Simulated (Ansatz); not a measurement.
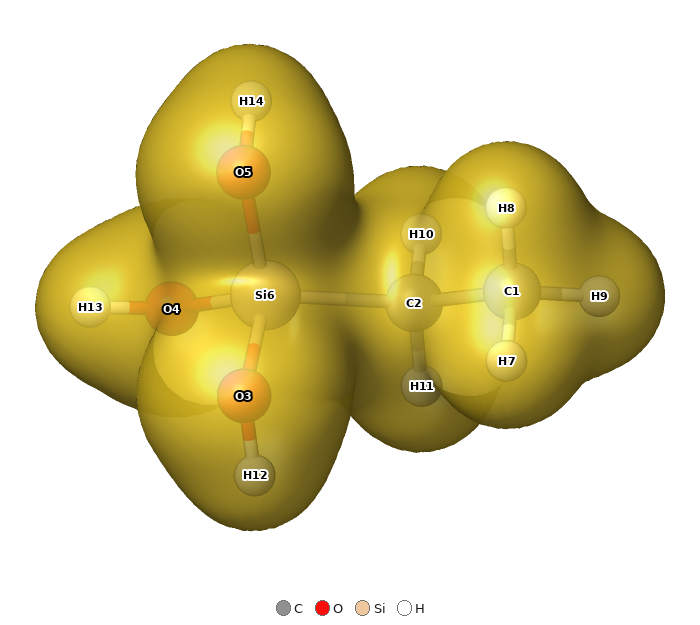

The picture shows: C$_{2}$H$_{8}$O$_{3}$Si (SMILES CC[Si](O)(O)O). Isosurface of the total electron density at 0.1 e/Å³ (yellow), seen across its widest extent.

Geometry: B3LYP-D3(BJ)/def2-SVP.

All numbers below come from Ansatz, isolated molecule in a Gaussian basis; Kohn-Sham density functional theory, functional PBE0.

```xyz
14

C    -1.3014    0.3872    1.8405
C    -2.0112    1.0539    0.6536
O    -0.2684    3.4221    0.6625
O    -1.8387    2.8352   -1.5285
O     0.4705    1.4809   -0.8667
Si   -0.9036    2.2202   -0.2938
H    -0.9298    1.1416    2.5523
H    -0.4250   -0.1887    1.5027
H    -1.9665   -0.2982    2.3896
H    -2.4006    0.2937   -0.0476
H    -2.9012    1.6140    0.9932
H    -0.9112    3.9731    1.1224
H    -1.3979    3.4680   -2.1094
H     0.3269    0.7392   -1.4647
```

### What does this surface tell about the bonding?

At this value the surface is in one piece. It bridges the sampled C–C (1.54 Å), Si–O (1.66 Å), C–Si (1.87 Å) and O–H (0.96 Å) contacts, where the density stays above the isovalue. On the grid the lowest density along these lines, outside the cores, is 1.6 e/Å³ (C–C, 1.54 Å), 0.93 e/Å³ (Si–O, 1.66 Å), 0.84 e/Å³ (C–Si, 1.87 Å) and 2.4 e/Å³ (O–H, 0.96 Å).
